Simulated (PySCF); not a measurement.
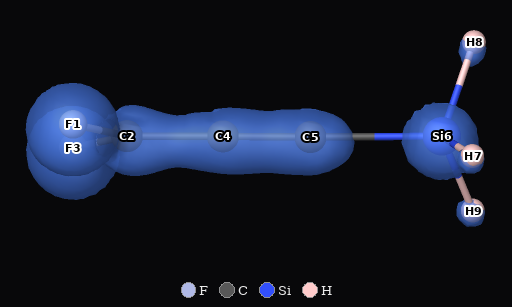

*C$_{3}$H$_{3}$F$_{2}$Si (SMILES F[C](F)C#C[SiH3]) (doublet). Isosurface of the total electron density at 1.5 e/Å³ (blue), seen from one side.*

Geometry: GFN2-xTB.

These are results of UKS B3LYP, pcH-1 on C F H Si, non-relativistic, mean-field spin-orbit, GIAO (PySCF 2.14.0, density-fitted response routines), not measurements.

The calculation's input:

```
{"job": {"kind": "epr", "basis": "pcH-1"}, "charge": 0, "multiplicity": 2}
F      3.162620     1.013404    -0.018101
C      2.342142     0.017766    -0.345281
F      3.008490    -0.969606    -0.939172
C      1.016530     0.010257    -0.107654
C     -0.194444     0.008853     0.103556
Si    -2.007542    -0.015201     0.440182
H     -2.417096     1.373732     0.643432
H     -2.242021    -0.822008     1.640338
H     -2.655118    -0.611203    -0.728607
```

Run with:

```sh
OMP_NUM_THREADS=1 python probes_run.py task.json out
```

Q: Which contacts does the surface bridge?

A: At this value the surface falls into five separate pieces. It bridges the sampled C–C (1.23 Å) and C–F (1.33 Å) contacts, where the density stays above the isovalue. It is pinched off along the sampled C–Si (1.84 Å) and Si–H (1.46 Å) contacts. On the grid the lowest density along these lines, outside the cores, is 2.6 e/Å³ (C–C, 1.23 Å), 1.9 e/Å³ (C–F, 1.33 Å), 0.75 e/Å³ (C–Si, 1.84 Å) and 0.81 e/Å³ (Si–H, 1.46 Å).
